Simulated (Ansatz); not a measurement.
# Nudged elastic band, with input and output: GeNH3Cl4

GeNH3Cl4, computed with RHF/def2-SVP (Ansatz 0.2.0).

It belongs to a series of runs on one base structure; here: band between the two ends.

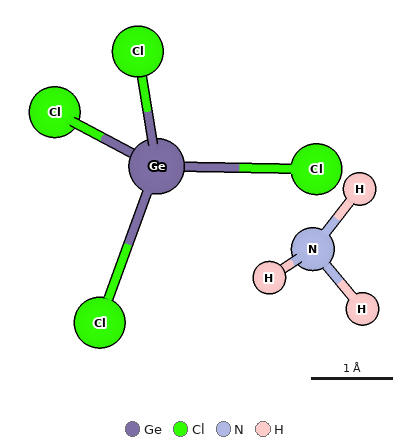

Figure 1. The starting structure (ball-and-stick view, seen at a tilt). Sticks mark near contacts. Bond lengths as drawn: Cl–Ge 2.13 to 2.14 Å and H–N 1.01 Å.

Input:
```yaml
crystal:
  periodic: [false, false, false]
  atoms:
    - { symbol: Ge, position_ang: [0.443014, 0.02252, -0.088659] }
    - { symbol: Cl, position_ang: [0.701603, 0.133114, 2.018453] }
    - { symbol: Cl, position_ang: [2.411782, 0.053675, -0.929422] }
    - { symbol: Cl, position_ang: [-0.561639, 1.720334, -0.880396] }
    - { symbol: Cl, position_ang: [-0.432909, -1.811883, -0.710434] }
    - { symbol: "N", position_ang: [-2.573681, -0.025264, 1.199447] }
    - { symbol: H, position_ang: [-3.267998, -0.263949, 0.511855] }
    - { symbol: H, position_ang: [-2.828092, 0.869838, 1.581421] }
    - { symbol: H, position_ang: [-2.646879, -0.698384, 1.943334] }
basis:
  gaussian: { orbitals: def2-SVP }
hamiltonian:
  xc: hf
neb:
  order_check: false
  images: 4
  f_tol: 0.03
  max_iterations: 60
  climbing: false
  final_atoms:
    - { symbol: Ge, position_ang: [-0.57658746, -0.06476186, -0.66248902] }
    - { symbol: Cl, position_ang: [-0.6767998, 0.82004248, 3.88445041] }
    - { symbol: Cl, position_ang: [1.29424175, -0.93599985, -0.14549218] }
    - { symbol: Cl, position_ang: [-0.36803426, 2.02550013, -1.0019988] }
    - { symbol: Cl, position_ang: [-1.24746809, -0.97660846, -2.47961556] }
    - { symbol: "N", position_ang: [-1.71579759, -0.29149619, 0.71682831] }
    - { symbol: H, position_ang: [-1.9039811, -1.24354982, 0.97961464] }
    - { symbol: H, position_ang: [-2.57794327, 0.2222306, 0.65473737] }
    - { symbol: H, position_ang: [-0.98242917, 0.44464397, 2.69956383] }
  initial_path:
    images:
      - { positions_ang: [[0.443014, 0.02252, -0.088659], [0.701603, 0.133114, 2.018453], [2.411782, 0.053675, -0.929422], [-0.561639, 1.720334, -0.880396], [-0.432909, -1.811883, -0.710434], [-2.573681, -0.025264, 1.199447], [-3.267998, -0.263949, 0.511855], [-2.828092, 0.869838, 1.581421], [-2.646879, -0.698384, 1.943334]] }
      - { positions_ang: [[0.26652552, 0.01275311, -0.05183698], [0.41808568, 0.07629332, 2.24042008], [2.28621003, 0.02940559, -0.84909266], [-0.75100796, 1.75826846, -0.82206065], [-0.67868937, -1.81024791, -0.72407069], [-2.38337589, -0.01382514, 0.99685936], [-3.08810709, -0.39836055, 0.38811396], [-2.65066398, 0.76556381, 1.55451014], [-2.17377593, -0.41984968, 1.91275644]] }
      - { positions_ang: [[0.09003704, 0.00298621, -0.01501496], [0.13456835, 0.01947265, 2.46238716], [2.16063806, 0.00513618, -0.76876331], [-0.94037693, 1.79620291, -0.76372529], [-0.92446973, -1.80861282, -0.73770738], [-2.19307079, -0.00238629, 0.79427172], [-2.90821618, -0.53277209, 0.26437292], [-2.47323596, 0.66128961, 1.52759927], [-1.70067287, -0.14131537, 1.88217887]] }
      - { positions_ang: [[-0.11388325, -0.01447016, -0.12978097], [-0.14111221, 0.15685834, 2.83558664], [1.93713001, -0.19279879, -0.61197735], [-0.90165598, 1.85723614, -0.78804585], [-1.08738155, -1.64155791, -1.09154369], [-2.0214941, -0.05563272, 0.69774798], [-2.6354128, -0.72869226, 0.35792485], [-2.42320622, 0.53176813, 1.34226254], [-1.3677829, 0.08729023, 2.03342484]] }
      - { positions_ang: [[-0.34523536, -0.03961601, -0.39613499], [-0.40895601, 0.48845041, 3.36001853], [1.61568588, -0.56439932, -0.37873476], [-0.63484512, 1.94136814, -0.89502233], [-1.16742482, -1.30908318, -1.78557963], [-1.86864585, -0.17356446, 0.70728815], [-2.26969695, -0.98612104, 0.66876975], [-2.50057474, 0.37699936, 0.99849996], [-1.17510604, 0.2659671, 2.36649434]] }
      - { positions_ang: [[-0.57658746, -0.06476186, -0.66248902], [-0.6767998, 0.82004248, 3.88445041], [1.29424175, -0.93599985, -0.14549218], [-0.36803426, 2.02550013, -1.0019988], [-1.24746809, -0.97660846, -2.47961556], [-1.71579759, -0.29149619, 0.71682831], [-1.9039811, -1.24354982, 0.97961464], [-2.57794327, 0.2222306, 0.65473737], [-0.98242917, 0.44464397, 2.69956383]] }
```

Hardware: 4 threads of Arm Neoverse V1, 24 GiB of memory available, shared host.

Launch command:
```bash
ansatz run input.yaml --threads 4 --pin off --max-ram 5120MiB --backend cpu --events-out ev --progress --plain --runs-dir out
```

Output:
```
Engine: ansatz 0.2.0, aarch64-unknown-linux-gnu
Functional definition: HF
  exchange = exact_x
  correlation = 0
1344 factors; integrals over basis functions are off by at most 3.8e-4 eV
mean field evaluation 1: about -107994.7393 eV, gradient 3.6e1 eV
mean field evaluation 2: about -107994.8070 eV, gradient 3.6e1 eV
mean field evaluation 4: about -107998.0350 eV, gradient 3.0e0 eV
mean field evaluation 8: about -107998.0639 eV, gradient 1.6e-4 eV
mean field -107998.06392795 eV, -3968.8556456351 hartree, gradient 2.5e-5 eV, S^2 0.000000; 0 other end points of the search recorded, 0 dependent functions left out
the calculation of the forces begins
reference -107998.06392795 eV, -3968.8556456351 hartree; 55, 55 occupied and 78, 78 virtual orbitals, 1344 factors
1347 factors; integrals over basis functions are off by at most 6.9e-4 eV
mean field evaluation 16: about -107997.6350 eV, gradient 9.5e-1 eV
mean field -107997.64016739 eV, -3968.8400727218 hartree, gradient 1.5e-5 eV, S^2 0.000000; 0 other end points of the search recorded, 0 dependent functions left out
[... from here on the field's lines of each further geometry are left out, up to the last ...]
NEB iter   1: max|band force component| = 9.299e0 eV/Å  barrier→ = 5.0067 eV  barrier← = 4.5829 eV  Δτ_max = 0.2000 Å  (211 SCF iters)
NEB iter   2: max|band force component| = 3.867e0 eV/Å  barrier→ = 3.3006 eV  barrier← = 2.8768 eV  Δτ_max = 0.2000 Å  (133 SCF iters)
NEB iter   3: max|band force component| = 2.820e0 eV/Å  barrier→ = 2.3921 eV  barrier← = 1.9683 eV  Δτ_max = 0.2000 Å  (132 SCF iters)
NEB iter   4: max|band force component| = 2.596e0 eV/Å  barrier→ = 1.5821 eV  barrier← = 1.1583 eV  Δτ_max = 0.2000 Å  (131 SCF iters)
NEB iter   5: max|band force component| = 1.082e0 eV/Å  barrier→ = 1.1435 eV  barrier← = 0.7197 eV  Δτ_max = 0.2000 Å  (131 SCF iters)
NEB iter   6: max|band force component| = 9.664e-1 eV/Å  barrier→ = 1.1059 eV  barrier← = 0.6821 eV  Δτ_max = 0.1470 Å  (132 SCF iters)
NEB iter   7: max|band force component| = 4.380e-1 eV/Å  barrier→ = 0.9732 eV  barrier← = 0.5494 eV  Δτ_max = 0.2000 Å  (132 SCF iters)
NEB iter   8: max|band force component| = 4.989e-1 eV/Å  barrier→ = 1.0728 eV  barrier← = 0.6490 eV  Δτ_max = 0.0994 Å  (132 SCF iters)
NEB iter   9: max|band force component| = 3.210e-1 eV/Å  barrier→ = 1.0543 eV  barrier← = 0.6305 eV  Δτ_max = 0.0998 Å  (136 SCF iters)
NEB iter  10: max|band force component| = 2.909e-1 eV/Å  barrier→ = 1.1126 eV  barrier← = 0.6888 eV  Δτ_max = 0.0996 Å  (136 SCF iters)
NEB iter  11: max|band force component| = 1.660e-1 eV/Å  barrier→ = 1.1375 eV  barrier← = 0.7137 eV  Δτ_max = 0.1999 Å  (138 SCF iters)
NEB iter  12: max|band force component| = 1.691e-1 eV/Å  barrier→ = 1.2787 eV  barrier← = 0.8550 eV  Δτ_max = 0.1002 Å  (135 SCF iters)
NEB iter  13: max|band force component| = 1.537e-1 eV/Å  barrier→ = 1.4262 eV  barrier← = 1.0025 eV  Δτ_max = 0.1002 Å  (130 SCF iters)
NEB iter  14: max|band force component| = 2.446e-1 eV/Å  barrier→ = 1.5221 eV  barrier← = 1.0983 eV  Δτ_max = 0.0503 Å  (135 SCF iters)
NEB iter  15: max|band force component| = 1.696e-1 eV/Å  barrier→ = 1.5517 eV  barrier← = 1.1279 eV  Δτ_max = 0.0503 Å  (140 SCF iters)
NEB iter  16: max|band force component| = 1.760e-1 eV/Å  barrier→ = 1.5943 eV  barrier← = 1.1706 eV  Δτ_max = 0.0501 Å  (139 SCF iters)
NEB iter  17: max|band force component| = 2.162e-1 eV/Å  barrier→ = 1.6125 eV  barrier← = 1.1887 eV  Δτ_max = 0.0502 Å  (137 SCF iters)
NEB iter  18: max|band force component| = 2.375e-1 eV/Å  barrier→ = 1.5734 eV  barrier← = 1.1496 eV  Δτ_max = 0.0998 Å  (138 SCF iters)
NEB iter  19: max|band force component| = 2.317e-1 eV/Å  barrier→ = 1.4324 eV  barrier← = 1.0087 eV  Δτ_max = 0.1000 Å  (135 SCF iters)
NEB iter  20: max|band force component| = 2.949e-1 eV/Å  barrier→ = 1.2948 eV  barrier← = 0.8710 eV  Δτ_max = 0.0501 Å  (136 SCF iters)
NEB iter  21: max|band force component| = 2.414e-1 eV/Å  barrier→ = 1.2466 eV  barrier← = 0.8228 eV  Δτ_max = 0.0502 Å  (136 SCF iters)
NEB iter  22: max|band force component| = 1.790e-1 eV/Å  barrier→ = 1.1946 eV  barrier← = 0.7709 eV  Δτ_max = 0.0501 Å  (137 SCF iters)
NEB iter  23: max|band force component| = 2.007e-1 eV/Å  barrier→ = 1.1412 eV  barrier← = 0.7175 eV  Δτ_max = 0.0250 Å  (135 SCF iters)
NEB iter  24: max|band force component| = 1.626e-1 eV/Å  barrier→ = 1.1193 eV  barrier← = 0.6956 eV  Δτ_max = 0.0250 Å  (132 SCF iters)
NEB iter  25: max|band force component| = 8.820e-2 eV/Å  barrier→ = 1.1130 eV  barrier← = 0.6892 eV  Δτ_max = 0.0250 Å  (139 SCF iters)
NEB iter  26: max|band force component| = 7.462e-2 eV/Å  barrier→ = 1.1106 eV  barrier← = 0.6868 eV  Δτ_max = 0.0250 Å  (132 SCF iters)
NEB iter  27: max|band force component| = 1.135e-1 eV/Å  barrier→ = 1.1147 eV  barrier← = 0.6910 eV  Δτ_max = 0.0125 Å  (125 SCF iters)
NEB iter  28: max|band force component| = 1.064e-1 eV/Å  barrier→ = 1.1224 eV  barrier← = 0.6987 eV  Δτ_max = 0.0125 Å  (107 SCF iters)
NEB iter  29: max|band force component| = 6.712e-2 eV/Å  barrier→ = 1.1297 eV  barrier← = 0.7059 eV  Δτ_max = 0.0250 Å  (109 SCF iters)
NEB iter  30: max|band force component| = 7.964e-2 eV/Å  barrier→ = 1.1490 eV  barrier← = 0.7252 eV  Δτ_max = 0.0250 Å  (132 SCF iters)
NEB iter  31: max|band force component| = 8.617e-2 eV/Å  barrier→ = 1.1702 eV  barrier← = 0.7465 eV  Δτ_max = 0.0250 Å  (139 SCF iters)
NEB iter  32: max|band force component| = 5.569e-2 eV/Å  barrier→ = 1.1885 eV  barrier← = 0.7647 eV  Δτ_max = 0.0501 Å  (132 SCF iters)
NEB iter  33: max|band force component| = 5.012e-2 eV/Å  barrier→ = 1.2325 eV  barrier← = 0.8087 eV  Δτ_max = 0.0501 Å  (131 SCF iters)
NEB iter  34: max|band force component| = 9.040e-2 eV/Å  barrier→ = 1.2892 eV  barrier← = 0.8655 eV  Δτ_max = 0.0251 Å  (139 SCF iters)
NEB iter  35: max|band force component| = 1.015e-1 eV/Å  barrier→ = 1.3037 eV  barrier← = 0.8799 eV  Δτ_max = 0.0125 Å  (138 SCF iters)
NEB iter  36: max|band force component| = 5.824e-2 eV/Å  barrier→ = 1.3044 eV  barrier← = 0.8806 eV  Δτ_max = 0.0125 Å  (108 SCF iters)
NEB iter  37: max|band force component| = 4.022e-2 eV/Å  barrier→ = 1.3023 eV  barrier← = 0.8786 eV  Δτ_max = 0.0125 Å  (109 SCF iters)
NEB iter  38: max|band force component| = 3.477e-2 eV/Å  barrier→ = 1.2951 eV  barrier← = 0.8714 eV  Δτ_max = 0.0125 Å  (107 SCF iters)
NEB iter  39: max|band force component| = 4.483e-2 eV/Å  barrier→ = 1.2764 eV  barrier← = 0.8527 eV  Δτ_max = 0.0063 Å  (118 SCF iters)
NEB iter  40: max|band force component| = 4.614e-2 eV/Å  barrier→ = 1.2693 eV  barrier← = 0.8456 eV  Δτ_max = 0.0062 Å  (109 SCF iters)
NEB iter  41: max|band force component| = 4.436e-2 eV/Å  barrier→ = 1.2620 eV  barrier← = 0.8382 eV  Δτ_max = 0.0125 Å  (109 SCF iters)
NEB iter  42: max|band force component| = 4.732e-2 eV/Å  barrier→ = 1.2472 eV  barrier← = 0.8235 eV  Δτ_max = 0.0250 Å  (109 SCF iters)
NEB iter  43: max|band force component| = 3.050e-2 eV/Å  barrier→ = 1.2238 eV  barrier← = 0.8000 eV  Δτ_max = 0.0250 Å  (116 SCF iters)
NEB iter  44: max|band force component| = 5.820e-2 eV/Å  barrier→ = 1.1986 eV  barrier← = 0.7749 eV  Δτ_max = 0.0125 Å  (125 SCF iters)
NEB iter  45: max|band force component| = 4.039e-2 eV/Å  barrier→ = 1.1863 eV  barrier← = 0.7625 eV  Δτ_max = 0.0125 Å  (109 SCF iters)
the calculation of the forces begins
reference -107997.60711938 eV, -3968.8388582300 hartree; 55, 55 occupied and 78, 78 virtual orbitals, 1348 factors
1347 factors; integrals over basis functions are off by at most 1.1e-3 eV
mean field evaluation 1312: about -107996.1328 eV, gradient 1.9e1 eV
mean field -107996.88574769 eV, -3968.8123483093 hartree, gradient 1.1e-5 eV, S^2 0.000000; 1 other end points of the search recorded, 0 dependent functions left out
the calculation of the forces begins
reference -107996.88574769 eV, -3968.8123483093 hartree; 55, 55 occupied and 78, 78 virtual orbitals, 1347 factors
NEB iter  46: max|band force component| = 2.579e-2 eV/Å  barrier→ = 1.1782 eV  barrier← = 0.7544 eV  Δτ_max = 0.0000 Å  (249 SCF iters)
```

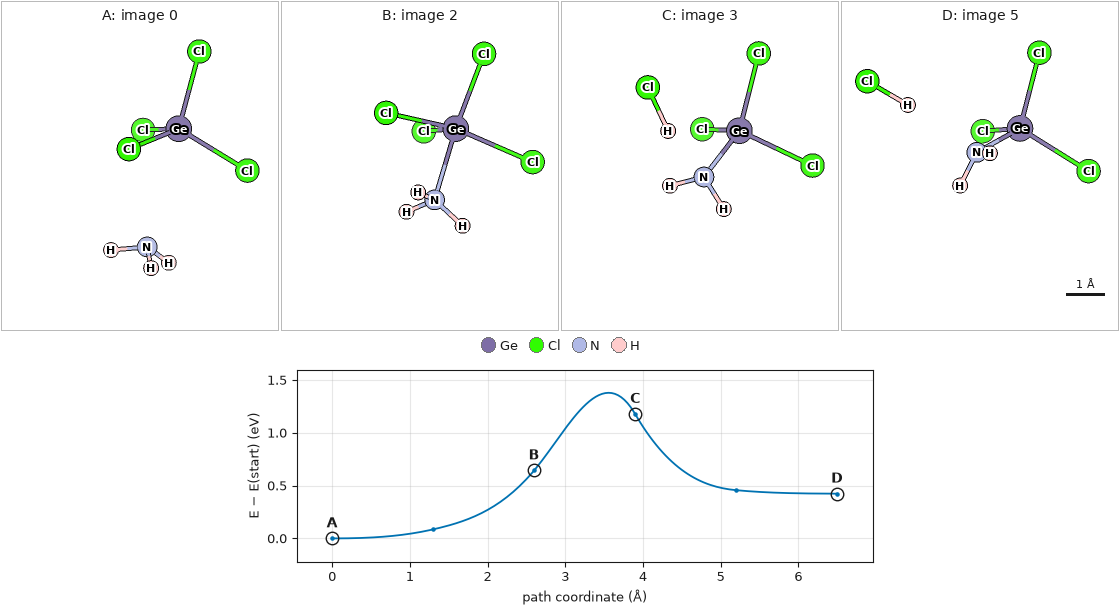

Figure 2. Images of the last band (counted from 0; ball-and-stick, seen at a tilt) above the energy along the path; the line is a cubic interpolation that uses the forces. The highest image is number 3, 1.178 eV above the start and 0.754 eV above the end; the end lies 0.424 eV above the start. The path is 6.50 Å long. The band converged in 46 iterations.

```
Total energy: -107996.88574769 eV, -3968.8123483093 hartree
Atom 0 at    -0.554833    -0.023442    -0.296392 Å, force    -0.267588    -0.089366    -0.404750 eV/Å
Atom 1 at     0.016304     0.597693     2.762549 Å, force    -0.215263    -0.012676     0.759848 eV/Å
Atom 2 at     1.544816    -0.363603    -0.036051 Å, force    -0.312112    -0.065078     0.189745 eV/Å
Atom 3 at    -0.710761     2.007314    -0.943887 Å, force     0.013762     0.007219    -0.220980 eV/Å
Atom 4 at    -1.033284    -1.541208    -1.729924 Å, force    -0.094207     0.000786    -0.459128 eV/Å
Atom 5 at    -1.964414    -0.267371     0.856712 Å, force     0.106784    -0.003469    -0.177755 eV/Å
Atom 6 at    -2.677841    -0.852066     0.453333 Å, force     0.111266    -0.067096     0.013343 eV/Å
Atom 7 at    -2.381437     0.597631     1.163677 Å, force     0.054098    -0.056323    -0.094125 eV/Å
Atom 8 at    -0.993349    -0.154946     2.415583 Å, force     0.603260     0.286003     0.393803 eV/Å
Dipole moment:    -0.627716    -0.086213     0.116164 e Å
this run last wrote the band of iteration 46 to [file]
```

The last band as extended XYZ (Å, eV, eV/Å):
```
9
Properties=species:S:1:pos:R:3:forces:R:3 image=0 energy=-107998.06393
Ge    0.4430    0.0225   -0.0887    0.0031  -0.0004  -0.0003
Cl    0.7016    0.1331    2.0185   -0.0015   0.0013   0.0002
Cl    2.4118    0.0537   -0.9294   -0.0011   0.0002   0.0002
Cl   -0.5616    1.7203   -0.8804   -0.0013  -0.0011  -0.0008
Cl   -0.4329   -1.8119   -0.7104   -0.0011   0.0002   0.0010
N    -2.5737   -0.0253    1.1994   -0.0018   0.0016   0.0013
H    -3.2680   -0.2639    0.5119    0.0009   0.0007  -0.0019
H    -2.8281    0.8698    1.5814    0.0029   0.0007   0.0021
H    -2.6469   -0.6984    1.9433   -0.0001  -0.0032  -0.0018
9
Properties=species:S:1:pos:R:3:forces:R:3 image=1 energy=-107997.97833
Ge   -0.0378    0.0279    0.1008    0.0336  -0.0050   0.0035
Cl    0.4796    0.1638    2.2014    0.0308  -0.0709  -0.0121
Cl    1.9970   -0.0511   -0.6706    0.0284   0.0700  -0.0666
Cl   -0.7315    1.8607   -0.7934   -0.0131  -0.0172   0.0091
Cl   -0.7612   -1.7807   -0.8434    0.0468  -0.0590   0.0890
N    -2.1857   -0.0433    1.0450   -0.0317   0.0205   0.0001
H    -2.8470   -0.5127    0.4483   -0.0243   0.0543  -0.0308
H    -2.5324    0.8815    1.2414   -0.0073   0.0252   0.0217
H    -2.1357   -0.5462    1.9162   -0.0632  -0.0181  -0.0139
9
Properties=species:S:1:pos:R:3:forces:R:3 image=2 energy=-107997.42036
Ge   -0.2445    0.0752    0.0626    0.2897   0.1122   0.3334
Cl    0.2783    0.6493    2.2617    0.2243   0.0529  -0.4590
Cl    1.8165   -0.4429   -0.2851    0.2579  -0.0385  -0.2171
Cl   -0.7000    1.9594   -0.8603   -0.0105  -0.0315   0.0960
Cl   -1.0322   -1.4249   -1.3931    0.0315   0.1243   0.2963
N    -2.0266   -0.2050    1.0683   -0.0450   0.0672   0.1968
H    -2.6523   -0.8799    0.6536    0.0387  -0.0633   0.1847
H    -2.4849    0.6918    1.1263   -0.1039   0.0573  -0.0417
H    -1.7092   -0.4231    2.0117   -0.6828  -0.2807  -0.3895
9
Properties=species:S:1:pos:R:3:forces:R:3 image=3 energy=-107996.88575
Ge   -0.5548   -0.0234   -0.2964   -0.2676  -0.0894  -0.4047
Cl    0.0163    0.5977    2.7625   -0.2153  -0.0127   0.7598
Cl    1.5448   -0.3636   -0.0361   -0.3121  -0.0651   0.1897
Cl   -0.7108    2.0073   -0.9439    0.0138   0.0072  -0.2210
Cl   -1.0333   -1.5412   -1.7299   -0.0942   0.0008  -0.4591
N    -1.9644   -0.2674    0.8567    0.1068  -0.0035  -0.1778
H    -2.6778   -0.8521    0.4533    0.1113  -0.0671   0.0133
H    -2.3814    0.5976    1.1637    0.0541  -0.0563  -0.0941
H    -0.9933   -0.1549    2.4156    0.6033   0.2860   0.3938
9
Properties=species:S:1:pos:R:3:forces:R:3 image=4 energy=-107997.60712
Ge   -0.6180   -0.0318   -0.5803   -0.0056  -0.0041  -0.0207
Cl   -0.2410    0.5920    3.6342   -0.0107   0.0007   0.0589
Cl    1.3404   -0.5060    0.1054   -0.0147  -0.0105   0.0024
Cl   -0.6467    2.0016   -1.2197    0.0007  -0.0015  -0.0219
Cl   -1.0517   -1.3413   -2.2130   -0.0083   0.0116  -0.0312
N    -1.8525   -0.2309    0.7209    0.0006   0.0085  -0.0084
H    -2.4083   -1.0669    0.6736    0.0215  -0.0144   0.0195
H    -2.4449    0.5684    0.8667    0.0000  -0.0018  -0.0140
H    -0.8321    0.0149    2.6578    0.0164   0.0116   0.0154
9
Properties=species:S:1:pos:R:3:forces:R:3 image=5 energy=-107997.64017
Ge   -0.5766   -0.0648   -0.6625   -0.0010  -0.0010   0.0071
Cl   -0.6768    0.8200    3.8845   -0.0081  -0.0081  -0.0279
Cl    1.2942   -0.9360   -0.1455   -0.0049  -0.0035  -0.0035
Cl   -0.3680    2.0255   -1.0020   -0.0030  -0.0017  -0.0019
Cl   -1.2475   -0.9766   -2.4796    0.0025   0.0030   0.0033
N    -1.7158   -0.2915    0.7168    0.0150   0.0123   0.0003
H    -1.9040   -1.2435    0.9796    0.0000  -0.0141  -0.0023
H    -2.5779    0.2222    0.6547   -0.0081   0.0030  -0.0041
H    -0.9824    0.4446    2.6996    0.0076   0.0100   0.0291
```

Summary:

```csv
quantity,value
outcome,converged
"barrier, forward",1.178 eV
"barrier, backward",0.754 eV
wall time,5.6 min (CPU time 20 min)
peak memory,0.42 GiB
```

Remarks:

The order of the saddle point was not checked.
